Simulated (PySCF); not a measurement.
## C8H7F3O: a changed input and its effect

System: C8H7F3O.
Method of run A: GIAO PBE0/pcSseg-1 NMR shielding, non-relativistic, IEF-PCM acetonitrile (PySCF 2.14.0).

The geometry comes from this level: PBE0-D3(BJ)/def2-SVP. Text and figures count atoms from 1; the logs count them from 0 in places.

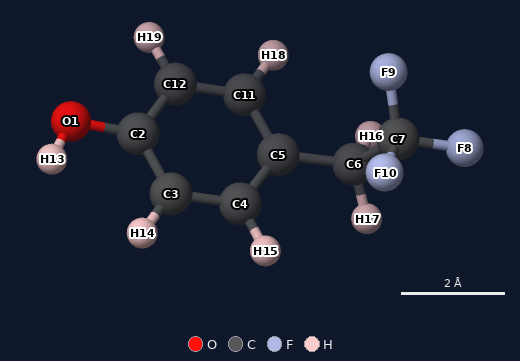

Fig. 1: The structure as given in the input (ball-and-stick view, seen at an oblique angle; atoms are numbered from 1 in the order of the input). Bond lengths as drawn: C–C 1.39 to 1.51 Å, C–F 1.34 Å, C–H 1.09 to 1.10 Å, C–O 1.35 Å and H–O 0.96 Å.

Input, run A:
```
{"job": {"kind": "nmr", "xc": "PBE0", "basis": "pcSseg-1", "solvent": "acetonitrile", "pop": true}, "charge": 0, "multiplicity": 1}
O      3.521636     0.650561    -0.326757
C      2.224272     0.446594    -0.023019
C      1.687004    -0.828289     0.178498
C      0.337872    -0.977649     0.486177
C     -0.502433     0.131681     0.605984
C     -1.969166    -0.037276     0.881740
C     -2.788774    -0.246048    -0.371527
F     -4.086994    -0.380685    -0.076059
F     -2.677074     0.783423    -1.215433
F     -2.416132    -1.347760    -1.031627
C      0.049475     1.401700     0.400437
C      1.393749     1.566211     0.093998
H      3.973237    -0.198408    -0.385077
H      2.329432    -1.710062     0.091971
H     -0.066763    -1.982196     0.632611
H     -2.384530     0.846864     1.387042
H     -2.158963    -0.904638     1.531188
H     -0.589876     2.284827     0.480807
H      1.823978     2.557014    -0.062799
```

The first line tells a small driver script what to run in PySCF; the rest is the geometry in Å.

Launched with:
```bash
OMP_NUM_THREADS=1 python <driver script> task.json out
```

Hardware: 1 CPU thread, shared host.

Output (run A):
```
coarse grid: 17376 points
cycle   1  E = -682.7883310752  dE =  2.188e+00  |g| = 1.003e+00  |ddm| = 4.260e+00
cycle   2  E = -682.6585024005  dE =  1.298e-01  |g| = 1.392e+00  |ddm| = 1.448e+00
cycle   3  E = -682.9627071719  dE = -3.042e-01  |g| = 8.993e-02  |ddm| = 8.322e-01
cycle   4  E = -682.9641554038  dE = -1.448e-03  |g| = 4.201e-02  |ddm| = 1.096e-01
cycle   5  E = -682.9645411268  dE = -3.857e-04  |g| = 1.169e-02  |ddm| = 4.474e-02
cycle   6  E = -682.9645679867  dE = -2.686e-05  |g| = 3.515e-03  |ddm| = 1.246e-02
cycle   7  E = -682.9645705329  dE = -2.546e-06  |g| = 7.134e-04  |ddm| = 3.133e-03
final grid: 173288 points
cycle   8  E = -683.0642793258  dE = -6.090e-05  |g| = 9.933e-03  |ddm| = 4.677e-02
cycle   9  E = -683.0642635079  dE =  1.582e-05  |g| = 1.395e-02  |ddm| = 1.882e-02
cycle  10  E = -683.0642995997  dE = -3.609e-05  |g| = 1.203e-03  |ddm| = 1.077e-02
cycle  11  E = -683.0642998955  dE = -2.958e-07  |g| = 2.433e-04  |ddm| = 1.168e-03
cycle  12  E = -683.0642999044  dE = -8.813e-09  |g| = 1.168e-04  |ddm| = 2.723e-04
cycle  13  E = -683.0642999070  dE = -2.676e-09  |g| = 2.723e-05  |ddm| = 1.128e-04
cycle  14  E = -683.0642999072  dE = -1.676e-10  |g| = 8.796e-06  |ddm| = 3.199e-05
converged SCF energy = -683.0642999072

GIAO shielding tensors (ppm)
atom      isotropic    diamagn.    paramagn.     s11        s22        s33       span
  0 O      214.257     387.780    -173.523    158.232    237.989    246.551     88.319
  1 C       21.959     258.084    -236.125    -69.143     11.425    123.595    192.738
  2 C       65.986     257.619    -191.633    -18.622     57.761    158.819    177.441
  3 C       45.563     253.035    -207.473    -60.760     34.430    163.018    223.779
  4 C       58.061     263.629    -205.569    -42.421     41.463    175.140    217.562
  5 C      143.334     247.824    -104.490    131.096    138.640    160.267     29.171
  6 C       52.973     245.463    -192.490     50.175     50.645     58.100      7.925
  7 F      257.372     467.342    -209.970    172.098    256.218    343.801    171.702
  8 F      264.521     476.942    -212.420    181.521    273.230    338.812    157.291
  9 F      264.448     477.651    -213.203    180.874    272.544    339.926    159.052
 10 C       45.380     251.419    -206.039    -60.538     34.416    162.262    222.801
 11 C       65.519     253.656    -188.137    -20.741     51.960    165.338    186.080
 12 H       26.182      30.398      -4.216     17.878     24.827     35.841     17.962
 13 H       24.213      31.849      -7.636     20.283     25.038     27.319      7.036
 14 H       23.700      33.098      -9.398     19.865     22.782     28.452      8.587
 15 H       28.050      28.820      -0.769     23.978     27.815     32.357      8.379
 16 H       28.009      28.865      -0.856     24.115     27.600     32.312      8.198
 17 H       23.673      32.348      -8.675     19.863     22.892     28.265      8.402
 18 H       24.104      29.848      -5.744     20.317     24.831     27.163      6.846
```

The input of run B differs as follows (lines with − go, lines with + come):
```diff
-"solvent": "acetonitrile"
-"pop": true
+"solvent": "chloroform"
+"pop": false
```

Predict how the results change.

The total energy of run B is 2.5 kcal/mol higher: the change of the electrostatic solvation energy at this fixed geometry, without cavity or dispersion terms. The dipole moment goes from 3.15 to 2.99 D. Of all shieldings, the largest change is that of O1, by −1.2 ppm. The number of SCF iterations is the same.

Output (run B):
```
coarse grid: 17376 points
cycle   1  E = -682.7823454810  dE =  2.194e+00  |g| = 1.008e+00  |ddm| = 4.261e+00
cycle   2  E = -682.6484849869  dE =  1.339e-01  |g| = 1.404e+00  |ddm| = 1.486e+00
cycle   3  E = -682.9586627395  dE = -3.102e-01  |g| = 9.223e-02  |ddm| = 8.534e-01
cycle   4  E = -682.9601732684  dE = -1.511e-03  |g| = 4.382e-02  |ddm| = 1.155e-01
cycle   5  E = -682.9605919788  dE = -4.187e-04  |g| = 1.291e-02  |ddm| = 4.918e-02
cycle   6  E = -682.9606261832  dE = -3.420e-05  |g| = 3.754e-03  |ddm| = 1.418e-02
cycle   7  E = -682.9606292550  dE = -3.072e-06  |g| = 8.711e-04  |ddm| = 3.597e-03
final grid: 173288 points
cycle   8  E = -683.0603700660  dE = -6.030e-05  |g| = 1.010e-02  |ddm| = 4.642e-02
cycle   9  E = -683.0603526663  dE =  1.740e-05  |g| = 1.433e-02  |ddm| = 1.960e-02
cycle  10  E = -683.0603909908  dE = -3.832e-05  |g| = 1.221e-03  |ddm| = 1.130e-02
cycle  11  E = -683.0603912954  dE = -3.045e-07  |g| = 2.568e-04  |ddm| = 1.218e-03
cycle  12  E = -683.0603913050  dE = -9.652e-09  |g| = 1.269e-04  |ddm| = 2.967e-04
cycle  13  E = -683.0603913084  dE = -3.408e-09  |g| = 3.098e-05  |ddm| = 1.326e-04
cycle  14  E = -683.0603913086  dE = -2.287e-10  |g| = 1.045e-05  |ddm| = 3.686e-05
converged SCF energy = -683.0603913086

GIAO shielding tensors (ppm)
atom      isotropic    diamagn.    paramagn.     s11        s22        s33       span
  0 O      213.039     387.034    -173.995    158.555    234.657    245.905     87.350
  1 C       21.997     258.135    -236.138    -69.033     11.375    123.651    192.684
  2 C       66.544     257.786    -191.241    -18.056     60.108    157.581    175.637
  3 C       45.911     252.989    -207.078    -60.324     35.527    162.530    222.854
  4 C       58.365     263.622    -205.258    -42.082     42.132    175.045    217.127
  5 C      142.970     247.832    -104.862    130.898    138.089    159.922     29.025
  6 C       53.206     245.292    -192.085     50.794     51.222     57.603      6.809
  7 F      256.744     467.355    -210.611    171.649    255.231    343.351    171.702
  8 F      263.634     476.825    -213.191    180.756    272.128    338.019    157.262
  9 F      263.751     477.540    -213.789    180.355    271.610    339.288    158.933
 10 C       45.328     251.564    -206.237    -60.804     35.073    161.714    222.519
 11 C       65.165     253.619    -188.454    -21.099     51.309    165.284    186.383
 12 H       26.513      30.540      -4.026     18.318     25.256     35.966     17.648
 13 H       24.378      32.004      -7.627     20.515     25.128     27.490      6.975
 14 H       23.795      33.111      -9.316     19.972     22.857     28.556      8.584
 15 H       28.151      28.971      -0.820     24.114     27.942     32.398      8.284
 16 H       28.113      29.017      -0.903     24.247     27.741     32.353      8.106
 17 H       23.746      32.394      -8.648     19.972     22.910     28.355      8.383
 18 H       24.126      29.805      -5.679     20.340     24.832     27.206      6.866
```

The two runs side by side:

```tsv
quantity	run A	run B
outcome	converged	converged
total energy (hartree)	−683.064300	−683.060391
HOMO (eV)	−6.61	−6.61
LUMO (eV)	−0.41	−0.41
dipole moment (D)	3.15	2.99
shielding of O1 (ppm)	214.3	213.0
shielding of C3 (ppm)	66.0	66.5
shielding of C6 (ppm)	143.3	143.0
shielding of F8 (ppm)	257.4	256.7
shielding of F9 (ppm)	264.5	263.6
shielding of F10 (ppm)	264.4	263.8
shielding of C12 (ppm)	65.5	65.2
SCF iterations	14	14
basis functions	239	239
wall time (shared host)	57 s	54 s
```
